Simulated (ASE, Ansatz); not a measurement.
# Convergence of a linear-scaling basis for twisted Ti2CO2 MXene alternating trilayer, 9.43° (555 atoms), part 2 of 2

Wanted: errors and times of a linear-scaling basis for twisted Ti2CO2 MXene alternating trilayer, 9.43° (555 atoms). A setting counts as converged where the r.m.s. difference of forces stays under 1 % of the r.m.s. force.

Ansatz 0.2.0; Kohn-Sham DFT, r2SCAN+D4, PAW (set soft_2), plane waves.

The cell: 111 C, 222 Ti and 222 O. Beside vacuum, support functions can miss their usual error bounds without a warning. The main run has no spin polarisation. Only the Γ point is sampled, in a cell whose shortest periodic width is 16 Å.

So far. Step 2 (Plane-wave single point): Mean Löwdin charges: C -0.96, O -0.65, Ti +1.21 e (they miss 0.36 % of the electrons, so they add up to more than the cell's charge).

### 3. Distances and neighbours

These statistics describe the geometry on which the runs were made.

Normalised to the volume that the atoms fill. g(r), total and by pair (bins of 0.2 Å):

| r (Å) | total | O-O | O-Ti | O-C | Ti-Ti | Ti-C | C-C |
| --- | --- | --- | --- | --- | --- | --- | --- |
| 1.90 | 2.68 | 0.00 | 8.35 | 0.00 | 0.00 | 0.00 | 0.00 |
| 2.10 | 1.98 | 0.00 | 0.22 | 0.00 | 0.00 | 11.95 | 0.00 |
| 2.30 | 0.34 | 0.00 | 0.00 | 0.00 | 0.00 | 2.11 | 0.00 |
| 2.50 | 0.00 | 0.00 | 0.00 | 0.00 | 0.00 | 0.00 | 0.00 |
| 2.70 | 0.04 | 0.00 | 0.00 | 0.22 | 0.00 | 0.00 | 0.00 |
| 2.90 | 1.39 | 0.28 | 0.00 | 8.15 | 0.17 | 0.00 | 0.32 |
| 3.10 | 3.47 | 7.66 | 0.00 | 0.00 | 10.52 | 0.00 | 14.30 |
| 3.30 | 0.05 | 0.33 | 0.00 | 0.00 | 0.00 | 0.00 | 0.00 |
| 3.50 | 0.45 | 0.26 | 1.27 | 0.00 | 0.00 | 0.00 | 0.00 |
| 3.70 | 1.52 | 0.36 | 2.20 | 0.00 | 0.00 | 4.80 | 0.00 |
| 3.90 | 0.15 | 0.36 | 0.29 | 0.00 | 0.00 | 0.00 | 0.00 |
| 4.10 | 0.76 | 0.26 | 0.29 | 3.90 | 0.00 | 0.00 | 0.00 |
| 4.30 | 0.39 | 0.29 | 0.24 | 0.00 | 1.70 | 0.00 | 0.00 |
| 4.50 | 0.15 | 0.25 | 0.31 | 0.00 | 0.06 | 0.00 | 0.00 |
| 4.70 | 2.50 | 1.64 | 6.33 | 0.00 | 0.10 | 1.27 | 0.00 |
| 4.90 | 0.88 | 0.33 | 0.22 | 0.00 | 0.22 | 4.50 | 0.00 |
| 5.10 | 0.99 | 0.18 | 0.24 | 5.27 | 0.26 | 0.00 | 0.00 |
| 5.30 | 1.59 | 2.70 | 0.25 | 0.45 | 5.05 | 0.00 | 4.87 |
| 5.50 | 0.18 | 0.20 | 0.18 | 0.39 | 0.17 | 0.00 | 0.00 |
| 5.70 | 0.37 | 1.23 | 0.22 | 0.42 | 0.19 | 0.00 | 0.00 |
| 5.90 | 0.20 | 0.24 | 0.21 | 0.39 | 0.21 | 0.00 | 0.00 |
| 6.10 | 0.95 | 1.97 | 0.17 | 0.39 | 2.05 | 0.32 | 3.64 |
| 6.30 | 1.34 | 0.43 | 3.49 | 0.43 | 0.17 | 0.40 | 0.00 |
| 6.50 | 1.02 | 1.57 | 0.38 | 0.32 | 0.19 | 3.55 | 0.00 |
| 6.70 | 0.77 | 0.21 | 0.35 | 3.31 | 0.20 | 0.36 | 0.00 |
| 6.90 | 0.58 | 0.15 | 0.59 | 0.39 | 1.53 | 0.37 | 0.00 |
| 7.10 | 1.06 | 0.20 | 2.11 | 0.35 | 0.20 | 1.63 | 0.00 |
| 7.30 | 0.50 | 0.20 | 0.35 | 1.54 | 0.26 | 0.37 | 0.23 |

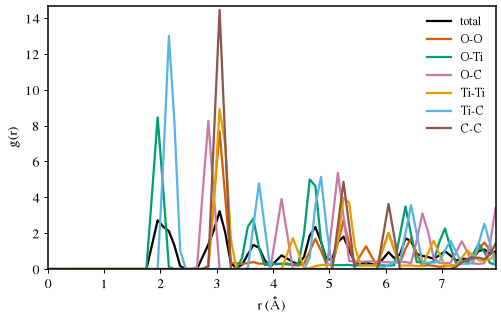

Pair distribution functions, lightly smoothed.

Bonds by pair of elements; cutoffs follow the first minimum of g(r), held within bounds set by covalent radii, and pairs that aren't listed don't count as bonded:

| pair A-B | cutoff (Å) | bonds | mean length (Å) | spread (Å) | shortest (Å) | B about A | A about B |
| --- | --- | --- | --- | --- | --- | --- | --- |
| O-Ti | 2.64 | 666 | 1.97 | 0.014 | 1.92 | 3 | 3 |
| Ti-C | 2.64 | 666 | 2.19 | 0.014 | 2.15 | 3 | 6 |

How many atoms have how many bonded neighbours:

| element | mean | 3 | 6 |
| --- | --- | --- | --- |
| C | 6 | 0 | 111 |
| O | 3 | 222 | 0 |
| Ti | 6 | 0 | 222 |

Bond angles, per cent of each kind in bins of 5°:

| angle (°) | C-Ti-O | Ti-C-Ti | Ti-O-Ti | O-Ti-O | C-Ti-C |
| --- | --- | --- | --- | --- | --- |
| 80–85 | 11.7 | 0.0 | 0.0 | 0.0 | 0.0 |
| 85–90 | 55.0 | 40.0 | 0.0 | 0.0 | 100.0 |
| 90–95 | 0.0 | 40.0 | 0.0 | 0.0 | 0.0 |
| 95–100 | 0.0 | 0.0 | 26.6 | 26.6 | 0.0 |
| 100–105 | 0.0 | 0.0 | 73.4 | 73.4 | 0.0 |
| 105–110 | 0.0 | 0.0 | 0.0 | 0.0 | 0.0 |
| 110–115 | 0.0 | 0.0 | 0.0 | 0.0 | 0.0 |
| 115–120 | 0.0 | 0.0 | 0.0 | 0.0 | 0.0 |
| 120–125 | 0.0 | 0.0 | 0.0 | 0.0 | 0.0 |
| 125–130 | 0.0 | 0.0 | 0.0 | 0.0 | 0.0 |
| 130–135 | 0.0 | 0.0 | 0.0 | 0.0 | 0.0 |
| 135–140 | 0.0 | 0.0 | 0.0 | 0.0 | 0.0 |
| 140–145 | 0.0 | 0.0 | 0.0 | 0.0 | 0.0 |
| 145–150 | 0.0 | 0.0 | 0.0 | 0.0 | 0.0 |
| 150–155 | 0.0 | 0.0 | 0.0 | 0.0 | 0.0 |
| 155–160 | 0.0 | 0.0 | 0.0 | 0.0 | 0.0 |
| 160–165 | 0.0 | 0.0 | 0.0 | 0.0 | 0.0 |
| 165–170 | 6.2 | 0.0 | 0.0 | 0.0 | 0.0 |
| 170–175 | 27.1 | 0.0 | 0.0 | 0.0 | 0.0 |
| 175–180 | 0.0 | 20.0 | 0.0 | 0.0 | 0.0 |

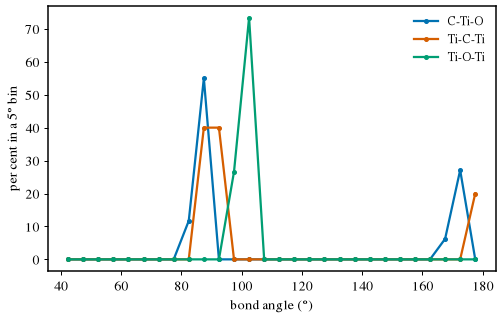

Distributions of the most common bond angles.

Bond angles (no mean is given where the spread exceeds 20°):

| angle | count | mean (°) | spread (°) |
| --- | --- | --- | --- |
| C-Ti-O | 1998 | - | - |
| Ti-C-Ti | 1665 | - | - |
| Ti-O-Ti | 666 | 100 | 0.6 |
| O-Ti-O | 666 | 100 | 0.6 |
| C-Ti-C | 666 | 87.8 | 0.5 |

With the cutoffs above, all C atoms have 6, all O atoms have 3 and all Ti atoms have 6 bonded neighbours.

Local excerpt of 14 atoms (numbers count through the whole input) about O279, picked at random; x, y, z are measured from there.

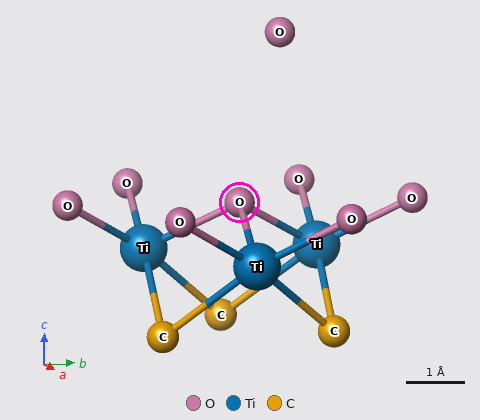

The atoms of the table, within 3.1 Å (arrows a, b, c point along x, y, z); some may hide others; the central atom is ringed.

| atom | x | y | z | distance (Å) | bonds | Fx | Fy | Fz (eV/Å) |
| --- | --- | --- | --- | --- | --- | --- | --- | --- |
| O279 | 0.00 | 0.00 | 0.00 | 0.00 | 3 | -0.07 | -0.04 | -0.14 |
| Ti297 | 1.73 | -0.13 | -0.90 | 1.96 | 6 | -0.04 | -0.22 | 0.23 |
| Ti277 | -0.75 | 1.58 | -0.89 | 1.96 | 6 | -0.26 | 0.12 | 0.23 |
| Ti272 | -1.03 | -1.46 | -0.89 | 1.99 | 6 | 0.17 | 0.33 | -0.01 |
| C301 | 0.97 | 1.45 | -2.18 | 2.79 | 6 | 0.23 | -0.04 | -0.33 |
| C296 | 0.73 | -1.57 | -2.22 | 2.81 | 6 | 0.32 | -0.29 | 0.15 |
| C276 | -1.75 | 0.11 | -2.20 | 2.81 | 6 | -0.04 | 0.42 | 0.03 |
| O304 | 2.72 | 1.31 | 0.01 | 3.02 | 3 | 0.12 | -0.19 | -0.33 |
| O299 | 2.49 | -1.71 | 0.03 | 3.02 | 3 | -0.09 | -0.23 | -0.57 |
| O254 | -2.50 | 1.72 | 0.02 | 3.03 | 3 | 0.01 | -0.01 | -0.54 |
| O274 | -0.26 | -3.03 | 0.01 | 3.04 | 3 | 0.18 | 0.04 | -0.24 |
| O249 | -2.74 | -1.31 | 0.02 | 3.04 | 3 | -0.05 | 0.01 | -0.40 |
| O354 | 0.24 | 3.05 | 0.01 | 3.06 | 3 | -0.05 | -0.26 | -0.43 |
| O475 | -0.51 | 0.86 | 2.90 | 3.06 | 3 | -0.09 | 0.01 | 0.51 |

The column of bonds counts only the pairs O-Ti within 2.64 Å, Ti-C within 2.64 Å; other neighbours, such as metal atoms beside each other in a compound, aren't counted, and periodic images can show an atom twice.

### 4. Support functions medium

With localised support functions most steps grow linearly with size, though the diagonalisation grows faster unless the density matrix is cut; this run measures error and cost at this size.

This step: Kohn-Sham DFT, r2SCAN+D4, PAW (set soft_2), localised support functions (medium) (Ansatz 0.2.0).

Contents of input.yaml:

```yaml
crystal:
  lattice:
    - [18.4308, 0.0, 0.0]
    - [-9.2154, 15.96154, 0.0]
    - [0.0, 0.0, 31.11]
  atoms:
    [... the 555 atom lines of step 2 ...]
kpoints:
  mp_grid: { grid: [1, 1, 1] }
hamiltonian:
  xc: r2scan
  dispersion: d4
scf:
  occupations: { method: gaussian, width: 0.025 }
  eigensolver: { kind: { support_functions: { accuracy: medium } } }
  mixing: { beta: 0.2 }
  max_iter: 150
output:
  forces: true
```

Started as:

```sh
$ ansatz run input.yaml --threads 32 --pin off --max-ram 92160MiB --backend cuda --events-out ev --progress --plain --runs-dir out --max-vram 78GiB
```

The log of the run:

```text
Warning: scf.eigensolver.kind.support_functions: disabling space-group detection — the functions' gradient is summed over unrotated k-points, so no spatial operation reduces the k-mesh or symmetrises the density; time reversal is kept, so that k and −k are solved as one point where they differ and the mesh holds both, and exact exchange and, on two spinor components, a DFT+U term hold to it where the run has them: [...]
settings of this run that can trade accuracy for cost: scf.eigensolver.kind.support_functions [...]
[...]
GPU FFT provider: cuFFT
GPU libraries: cuBLAS 13.8.1, cuFFT 12.4.0, cuSOLVER 12.3.2
[...]
Crystal: 555 atoms, lattice volume = 9152.063 Å³
Basis set: ecut = 500 eV, 232283 PW (Γ), exchange–correlation on 540×540×810 points (27 copies of the dense FFT grid, shifted against one another)
Bands: 2664, of which v1, the nominal top of the filled ones, is band 2220 counted from 1 (2219 counted from 0)
Symmetry: 1 space group operations
k-points: 1
[...]
GPU buffer pool allocated for 8748000 grid points (all kernels)
[...]
SCF iter   1: F=—  HF=-711447.001970 eV  |F-HF|=—  |Δ(HF+E_count)|=         —  Δρ=1.79e-1  dr2=3.53e3  dr2_τ=2.76e2  ethr=1.00e-1
[...]
SCF iter  24: F=-710843.557238 eV  HF=-710843.557220 eV  |F-HF|=1.83e-5  |Δ(HF+E_count)|=   4.15e-6  Δρ=6.44e-6  dr2=4.31e-6  dr2_τ=9.48e-9  ethr=1.66e-10
SCF 1 converged in 24 iterations: F = -710843.592658 eV  dr2 = 4.31e-6
[...]
SCF converged after 24 iterations
Stability not checked: this state was not tested for a lower state beside it, because the mixer in use, unlike msr1, does not test its closes by its own steps (another_mixer; see scf.mixing.algorithm and scf.lower_state_search)
Free energy (F): -710843.592658 eV
[...]
Internal energy: -710843.592658 eV  (E = F + TS)
E sigma→0 (E₀):  -710843.592658 eV
Fermi energy:    5.726873 eV
[...]
--- Forces (eV/Å), atoms counted from 1 ---
[... 555 lines of forces left out ...]
  max |Σ_I F_I| component: 2.13e-3 eV/Å
--- Band table (eV) ---
[... left out ...]
  guard bands above this table: 385 of the run's 2664 bands (output.publish_guard_bands: true publishes all)
```

Wall time 54 s (1 × NVIDIA GB200 with 32 threads of Arm Neoverse V2, shared host); peak memory 5.4 GiB; 2.2 min of CPU time.

That memory is the host's; the program planned up to 46.1 GiB on the GPU.

The program notes that the band table was not solved further than the SCF left it and it switched symmetry off.

Keys that differ from the reference: support_functions.accuracy = "medium", scf.max_iter = 150 and scf.mixing.beta = 0.2.

Forces differ from the reference by 0.48 meV/Å r.m.s., 0.21 % of their size, well within a tolerance of 1 %; the energy by -4.6 meV/atom. The two runs also began from different starting densities, which bears on cycles and time.

### 5. The ladder side by side

Each row is set against the plane-wave reference (Kohn-Sham DFT, r2SCAN+D4, PAW (set soft_2), plane waves; r.m.s. force component 0.227 eV/Å). Energies are set beside the reference only for runs with its functional, potentials and electron count. Times are for 1 × NVIDIA GB200 with 32 threads of Arm Neoverse V2, shared host. The reference's time includes the DOS, which some other runs skip.

| run | Δ force, r.m.s. (meV/Å) | share of r.m.s. force (%) | Δ energy (meV/atom) | Δ gap (eV) | cycles | time | host memory (GiB) | planned on the GPU (GiB) |
| --- | --- | --- | --- | --- | --- | --- | --- | --- |
| reference | - | - | - | - | 15 | 40 s | 8.0 | 68 |
| support functions medium | 0.485 | 0.213 | -4.62 | -4.0e-4 | 24 | 54 s | 5.4 | 46 |

### 6. Results

| Property | Result |
| --- | --- |
| free energy per atom | -1280.7946 eV/atom |
| r.m.s. force component | 0.2271 eV/Å |
| gap (highest filled to lowest empty level) | 0.5739 eV |
| wall time of the 2 DFT runs | 94 s |

**Reading.** Against plane waves at 500 eV, the forces differ by 0.48 meV/Å (0.21 %) with support functions medium. At 555 atoms the run with support functions medium takes roughly 1.3 times the time of plane waves (whose run also made extra analyses, so the like-for-like ratio is larger), in 24 SCF cycles against 15. Differences between support functions and plane waves include what basis error the plane-wave run still has.

Between filled and empty levels lie 0.574 eV at Γ alone; the mesh holds the band edges only if they fold onto it, so the gap at this level can be narrower or closed, while semilocal functionals tend to narrow gaps against experiment. With the cutoffs above, all C atoms have 6, all O atoms have 3 and all Ti atoms have 6 bonded neighbours.

What to keep in mind: The geometry was built by rule, was displaced at random and isn't relaxed at this level: its force components are 0.23 eV/Å r.m.s.

[Logs are printed without paths, hosts, clocks, repeated set-up lines and the standing remarks that a program may print on its own settings, such as how far it seeks lower states.]

[Hosts, paths, dates, database ids (printed as entryN), source tags and the programs' standing remarks are cut or masked in the printed files.]
